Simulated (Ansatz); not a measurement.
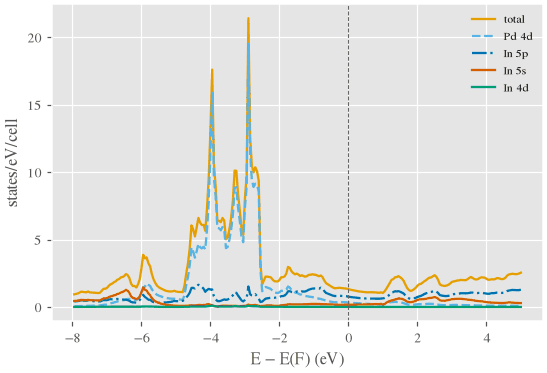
Figure: Total and projected density of states of In$_{3}$Pd$_{2}$ (La2O3 or Ni2Al3 type, P-3m1), r²SCAN in the plane-wave PAW code Ansatz

Which orbitals carry the states next to the Fermi level?

Within 0.5 eV of the Fermi level: In 5p 58 %, Pd 4d 24 %, In 5s 13 %. Projections are on Löwdin-orthogonalised atomic valence shells; empty p or d shells of many metals are not among them.

Where is the tallest occupied peak in this window, and what makes it?

Near -2.9 eV, about 21 states/eV per cell; the largest projected share is Pd 4d.

The first step of the workflow began from a Materials Project structure, measured or hypothetical; the Crystallography Open Database copy checked does not list it. Its standing as an ambient phase is unchecked. The cell was relaxed with r²SCAN under the symmetry of its start; its stability against distortions is not shown here. The run is not spin-polarised. Scalar-relativistic: spin–orbit coupling is off unless named, which matters more the heavier the elements.

Potentials: the later of the program's two PAW sets.
